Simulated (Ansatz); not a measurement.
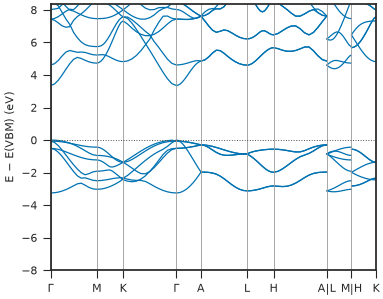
*Band structure from r²SCAN in the plane-wave PAW code Ansatz*

Problem. Read off the gap and where the band edges lie.

Solution. About 3.4 eV (3.35 eV by a search for the band edges); maximum at Γ, minimum at Γ.

The material is MgSe (wurtzite, P6_3mc).

The first step of the workflow began from a Materials Project structure, measured or hypothetical; the Crystallography Open Database copy checked does not list it. COD files the formula under space group No. 225, so this cell is another polymorph or a model. Its standing as an ambient phase is unchecked. The r²SCAN relaxation kept the symmetry of its start; whether a distortion lowers the energy is not shown. Scalar-relativistic: spin–orbit coupling is off unless named, which matters more the heavier the elements.

Potentials: the earlier of the program's two PAW sets.
